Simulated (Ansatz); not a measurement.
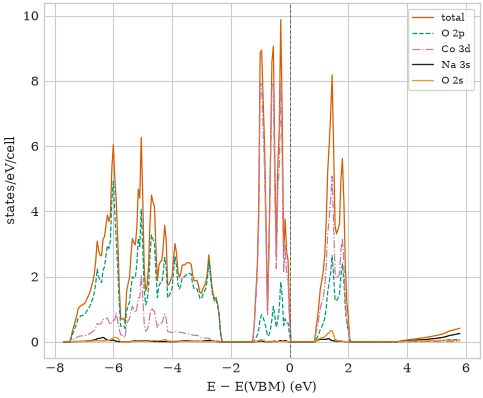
Fig. 1. Total and projected density of states of NaCoO2 in space group R-3m (No. 166; Na on 3a, Co on 3b, O on 6c), plane-wave PAW PBEsol (Ansatz code)

Problem. Which orbitals carry the states next to the gap?

Solution. Top 1 eV of the valence band: Co 3d 85 %, O 2p 13 %. Bottom 1 eV of the conduction band: Co 3d 61 %, O 2p 33 %. Projections are on Löwdin-orthogonalised atomic valence shells; empty p or d shells of many metals are not among them.

Problem. Where is the tallest occupied peak in this window, and what makes it?

Solution. Near -0.3 eV, about 9.9 states/eV per cell; the largest projected share is Co 3d.

The first step of the workflow began from a Materials Project structure, measured or hypothetical; the Crystallography Open Database copy checked does not list it. Whether it is the stable phase at ambient conditions was not checked. The PBEsol relaxation kept the symmetry of its start; its stability against distortions is not shown here. No spin polarisation was allowed. No Hubbard U is applied.

Potentials: the later of the program's two PAW sets.
